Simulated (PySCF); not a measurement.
**Si2H4F2 (SMILES F[SiH](F)[SiH3]) at 6 levels**

Aim: a comparison of 6 runs (HF/3-21G, HF/def2-SVP, B3LYP/6-31G*, M06-2X/pcseg-1, SVWN5/aug-cc-pVDZ, CCSD(T)/3-21G) of Si2H4F2. 

Program for the calculation: PySCF 2.14.0.

### 1 The structure to begin with

Si2H4F2: 8 atoms, total charge 0, spin state singlet. SMILES: `F[SiH](F)[SiH3]`. The coordinates come from a PBE0-D4/def2-TZVP relaxation.

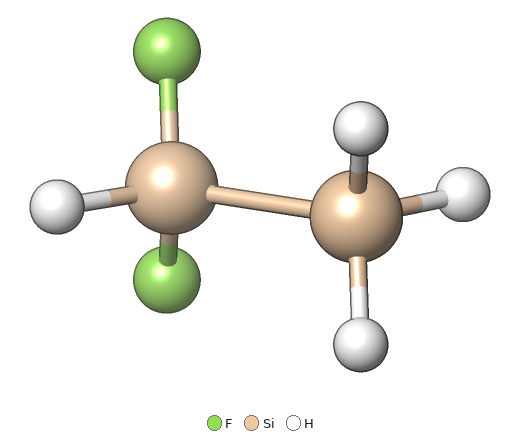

The structure, seen from a chosen angle (fluorine green, silicon light orange, hydrogen white).

### 2 Energy and forces at HF/3-21G (run 1)

run.py

```python
from pyscf import gto, scf

mol = gto.Mole()
mol.atom = '''
F      0.971900    -1.046400     1.729500
Si     1.061800    -0.320500     0.314000
F      1.618700    -1.392500    -0.725000
Si    -1.075200     0.372800    -0.346900
H      2.081000     0.748800     0.431800
H     -1.595200     1.352300     0.642900
H     -0.983200     1.025300    -1.679300
H     -1.987700    -0.796800    -0.422700
'''
mol.verbose = 4
mol.charge = 0
mol.max_memory = 1860
mol.basis = '3-21g'
mol.build()

mf = scf.RHF(mol)
mf.conv_tol = 1e-10
mf.kernel()
if not mf.converged:
    mf = mf.newton().run(mf.mo_coeff, mf.mo_occ)

energy = mf.e_tot
print('Final energy', energy)
grad = mf.nuc_grad_method().kernel()
mf.analyze()
```

Command:

```
$ OMP_NUM_THREADS=1 python run.py
```

The program printed:

```text
PySCF version 2.14.0

[... 75 lines left out ...]
Nuclear Repulsion Energy =             227.316293369497771
[... 9 lines left out ...]
MO #4   energy= -26.1509601488369  occ= 2
[... 7 lines left out ...]
MO #12  energy= -4.21518936072293  occ= 2
[... 7 lines left out ...]
MO #20  energy= -0.632742998867919 occ= 2
[... 7 lines left out ...]
MO #28  energy= 0.160674070030299  occ= 0
[... 7 lines left out ...]
MO #36  energy= 0.473595218954433  occ= 0
[... 7 lines left out ...]
MO #44  energy= 1.35374294848567   occ= 0
[... 7 lines left out ...]
MO #52  energy= 3.92874679273734   occ= 0
[... 63 lines left out ...]
Dipole moment(X, Y, Z, Debye): -0.86969,  2.03251, -0.51559
```

Run time: 3.9 s. Hardware: 1 thread of Intel Xeon at 2.50GHz (Skylake/Cascade Lake), shared host; peak memory 0.13 GiB.

### 3 Energy and forces at HF/def2-SVP (run 2)

calc.py

```python
# F[SiH](F)[SiH3]
from pyscf import gto, scf

system = gto.M(
    atom='''
F      0.971900    -1.046400     1.729500
Si     1.061800    -0.320500     0.314000
F      1.618700    -1.392500    -0.725000
Si    -1.075200     0.372800    -0.346900
H      2.081000     0.748800     0.431800
H     -1.595200     1.352300     0.642900
H     -0.983200     1.025300    -1.679300
H     -1.987700    -0.796800    -0.422700
''',
    spin=0,
    basis='def2-svp',
    max_memory=1860,
    verbose=3,
)

calc0 = scf.RHF(system)
calc0.conv_tol = 1e-10
calc0.kernel()
if not calc0.converged:
    calc0 = calc0.newton().run(calc0.mo_coeff, calc0.mo_occ)

etot = calc0.e_tot
print('E = %.10f Eh' % etot)
grad = calc0.nuc_grad_method().kernel()
dip = calc0.dip_moment()
pop, q = calc0.mulliken_pop()
```

Command:

```
$ OMP_NUM_THREADS=1 python calc.py
```

The program printed:

```text
converged SCF energy = -778.837378282017
[... 9 lines left out ...]
Dipole moment(X, Y, Z, Debye): -0.80741,  1.70647, -0.45314
[... 93 lines left out ...]
charge of    7H =     -0.10678
```

Wall time 13 s (1 thread of Intel Xeon at 2.50GHz (Skylake/Cascade Lake), shared host); peak memory 0.16 GiB.

### 4 Energy and gradient at B3LYP/6-31G(d) (spherical functions) (run 3)

job.py

```python
from pyscf import gto, dft

system = gto.M(
    atom=[
    ('F', (0.971900, -1.046400, 1.729500)),
    ('Si', (1.061800, -0.320500, 0.314000)),
    ('F', (1.618700, -1.392500, -0.725000)),
    ('Si', (-1.075200, 0.372800, -0.346900)),
    ('H', (2.081000, 0.748800, 0.431800)),
    ('H', (-1.595200, 1.352300, 0.642900)),
    ('H', (-0.983200, 1.025300, -1.679300)),
    ('H', (-1.987700, -0.796800, -0.422700)),
],
    verbose=4,
    charge=0,
    max_memory=1860,
    basis='6-31g*',
    spin=0,
)

mf = dft.RKS(system, xc='b3lyp')
mf.grids.level = 5
mf.conv_tol = 1e-10
mf.kernel()
if not mf.converged:
    mf = mf.newton().run(mf.mo_coeff, mf.mo_occ)

e_tot = mf.e_tot
print(f'total energy: {e_tot:.8f} hartree')
grad = mf.nuc_grad_method().kernel()
mf.analyze()
```

Command:

```
$ OMP_NUM_THREADS=1 python job.py
```

The program printed:

```text
PySCF version 2.14.0

[... 98 lines left out ...]
MO #2   energy= -66.1165145852682  occ= 2
[... 9 lines left out ...]
MO #12  energy= -3.64216679254867  occ= 2
[... 9 lines left out ...]
MO #22  energy= -0.396345222137401 occ= 2
[... 9 lines left out ...]
MO #32  energy= 0.150612412321816  occ= 0
[... 9 lines left out ...]
MO #42  energy= 0.541450964308659  occ= 0
[... 9 lines left out ...]
MO #52  energy= 1.11755173544511   occ= 0
[... 9 lines left out ...]
MO #62  energy= 1.81689136128317   occ= 0
[... 9 lines left out ...]
MO #72  energy= 2.91464453093183   occ= 0
[... 83 lines left out ...]
Dipole moment(X, Y, Z, Debye): -0.63170,  1.36289, -0.35843
```

Wall time 47 s (1 thread of Intel Xeon at 2.50GHz (Skylake/Cascade Lake), shared host); peak memory 0.71 GiB.

Runs 4 to 5 aren't shown in full; the table further down has their settings and results.

### 5 A single-point energy at CCSD(T)/3-21G (run 6)

mol.xyz

```xyz
8
F2H4Si2
F      0.971900    -1.046400     1.729500
Si     1.061800    -0.320500     0.314000
F      1.618700    -1.392500    -0.725000
Si    -1.075200     0.372800    -0.346900
H      2.081000     0.748800     0.431800
H     -1.595200     1.352300     0.642900
H     -0.983200     1.025300    -1.679300
H     -1.987700    -0.796800    -0.422700
```

run.py

```python
# F[SiH](F)[SiH3]
from pyscf import gto, scf, cc

mol = gto.M(
    atom='mol.xyz',
    spin=0,
    max_memory=1860,
    basis='3-21g',
    verbose=4,
)

mf = scf.RHF(mol)
mf.conv_tol = 1e-10
mf.kernel()
if not mf.converged:
    mf = mf.newton().run(mf.mo_coeff, mf.mo_occ)

mycc = cc.CCSD(mf, frozen=12)
mycc.kernel()
e_t = mycc.ccsd_t()
e_final = mycc.e_tot + e_t
print('E(%s) = %.9f' % ('CCSD(T)', e_final))
dip = mf.dip_moment()
pop, q = mf.mulliken_pop()
```

Command:

```
$ OMP_NUM_THREADS=1 python run.py
```

The program printed:

```text
PySCF version 2.14.0

[... 60 lines left out ...]
converged SCF energy = -775.020082516097
[... 12 lines left out ...]
Init t2, MP2 energy = -775.362627526311  E_corr(MP2) -0.342545010214509
[... 11 lines left out ...]
CCSD converged
[... 3 lines left out ...]
Dipole moment(X, Y, Z, Debye): -0.86969,  2.03251, -0.51559
[... 61 lines left out ...]
charge of    7H =     -0.13239
```

It took 5.1 s on 1 thread of Intel Xeon at 2.50GHz (Skylake/Cascade Lake), shared host; peak memory 0.14 GiB.

### 6 Overview of the runs

| run | level | integration grid | task | energy (Eh) | dipole moment (D) of the reference | HOMO energy (eV) | LUMO energy (eV) | wall time |
| --- | --- | --- | --- | --- | --- | --- | --- | --- |
| 1 | HF/3-21G | – | gradient | -775.020083 | 2.27 | -11.60 | 3.37 | 3.9 s |
| 2 | HF/def2-SVP | – | gradient | -778.837378 | 1.94 | -11.65 | 3.27 | 13 s |
| 3 | B3LYP/6-31G* (spherical functions) | 5 | gradient | -781.181184 | 1.54 | -8.22 | -0.13 | 47 s |
| 4 | M06-2X/pcseg-1 | 5 | gradient | -781.008074 | 1.98 | -9.81 | 0.53 | 91 s |
| 5 | SVWN5/aug-cc-pVDZ | 5 | gradient | -777.580499 | 1.76 | -7.43 | -1.46 | 92 s |
| 6 | CCSD(T)/3-21G | – | energy | -775.394437 | 2.27 | -11.60 | 3.37 | 5.1 s |

### 7 Results

```
                                           quantity          value
                                run 6: total energy  -775.39444 Eh
        run 6: dipole moment (Hartree–Fock density)         2.27 D
         run 6: HOMO energy (Hartree–Fock orbitals)      -11.60 eV
         run 6: LUMO energy (Hartree–Fock orbitals)        3.37 eV
       run 6: HOMO–LUMO gap (Hartree–Fock orbitals)       14.96 eV
run 6: correlation energy (12 core orbitals frozen)     -374.4 mEh
                              run 6: (T) correction      -5.49 mEh
                               run 6: T1 diagnostic          0.012
```

**Reading.** Over runs 1, 2, 3, 4, 5 the dipole moment (its size) runs from 1.54 D (B3LYP/6-31G*) to 2.27 D (HF/3-21G). The two ends differ in method and basis. Over runs 1, 2, 3, 4, 5 the HOMO–LUMO gap runs from 5.98 eV (SVWN5/aug-cc-pVDZ) to 14.96 eV (HF/3-21G). Totals of different functionals can't be ranked against each other. All runs together took 4.2 min, the longest 92 s.
